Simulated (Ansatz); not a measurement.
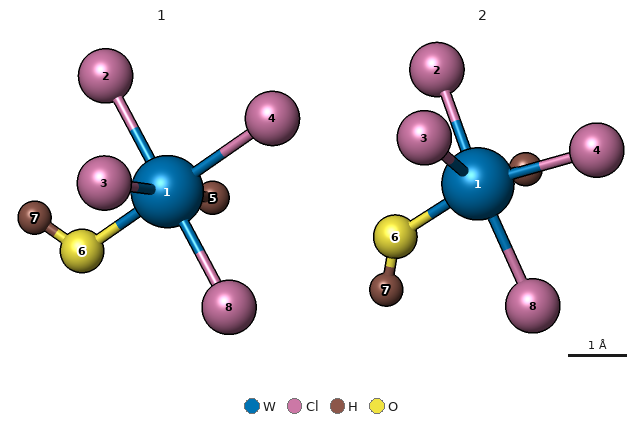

Two geometries of WH2OCl4, drawn at one scale. One is the start of a relaxation, the other its converged end. A ball-and-stick model, seen at a tilt.

Level of theory: RKS PBE0/def2-SVP in Ansatz. Set-up: no spin polarisation; force threshold 0.02 eV/Å; at most 40 steps.

Q: Which of the two is the end point?

A: Structure 2 is the relaxed one. The run prepares the start of a later molecular dynamics calculation, from a guessed geometry. After 25 accepted moves (29 points after the start) the energy has fallen by 101.0 kJ/mol. The largest force component goes from 1.9 to 0.015 eV/Å. The line search rejected the trial steps at points 8, 11, 17, 23 of the run. The largest move after the best rigid fit is that of H7, 1.36 Å. By element the largest moves are H 1.36 Å, Cl 0.79 Å, O 0.33 Å, W 0.29 Å. Among the contacts that change: W1–Cl4 2.390 → 2.294 Å, W1–O6 1.940 → 1.847 Å, W1–Cl2 2.390 → 2.320 Å, W1–Cl8 2.390 → 2.334 Å. Among the angles between lasting bonds that change: Cl3–W1–Cl8 90.0° → 122.0°, Cl3–W1–H5 180.0° → 150.6°, Cl2–W1–Cl8 180.0° → 152.1°. Cost: 2.7 min on 2 threads of Intel(R) Xeon(R) Platinum 8223CL CPU @ 3.00GHz (Skylake/Cascade Lake) (shared host), peak memory 0.38 GiB.
